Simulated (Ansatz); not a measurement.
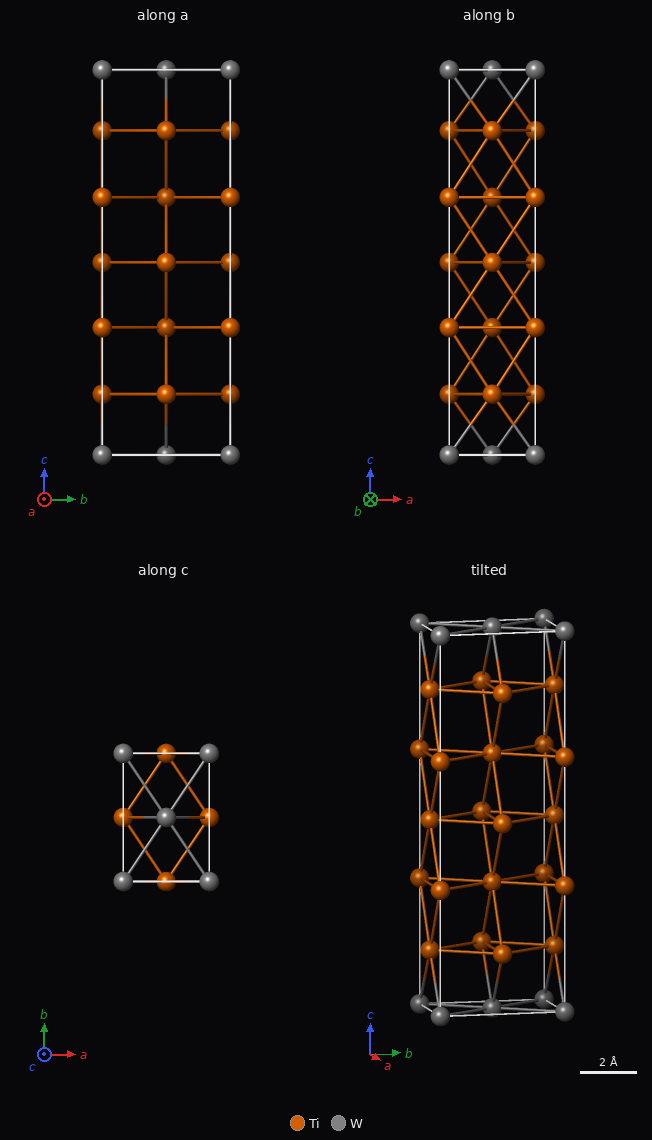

Shown here is a ball-and-stick view of the crystal, taken along the a axis, along the b axis, along the c axis and slightly off an axis. The wireframe shows the conventional unit cell.

Lattice parameters: a = 3.1252 Å, b = 4.6535 Å, c = 13.9888 Å, α = 90.000°, β = 90.000°, γ = 90.000°.

Write down what is shown as a CIF in P1 with every atom of the cell, with free fractional coordinates to two decimals.

Answer.
```cif
data_structure
_symmetry_space_group_name_H-M 'P 1'
_symmetry_Int_Tables_number 1
_cell_length_a 3.1252
_cell_length_b 4.6535
_cell_length_c 13.9888
_cell_angle_alpha 90.000
_cell_angle_beta 90.000
_cell_angle_gamma 90.000
_cell_volume 203.44
loop_
_atom_site_label
_atom_site_type_symbol
_atom_site_fract_x
_atom_site_fract_y
_atom_site_fract_z
_atom_site_occupancy
Ti1 Ti 0.50 0.50 0.33 1
Ti2 Ti 0.50 0.00 0.16 1
Ti3 Ti 0.50 0.00 0.84 1
Ti4 Ti 0.50 0.50 0.67 1
Ti5 Ti 0.50 0.00 0.50 1
W1 W 0.50 0.50 0.00 1
Ti6 Ti 0.00 0.00 0.33 1
Ti7 Ti 0.00 0.50 0.16 1
Ti8 Ti 0.00 0.50 0.84 1
Ti9 Ti 0.00 0.00 0.67 1
Ti10 Ti 0.00 0.50 0.50 1
W2 W 0.00 0.00 0.00 1
```

The starting point was a structure type filled with these elements by a generator (whether the compound takes this form wasn't checked). Earlier steps of the study, as a rule a relaxation of our own, may have changed the cell and positions, so they can lie some per cent off the listed ones. It was run through Ansatz as a DFT input.
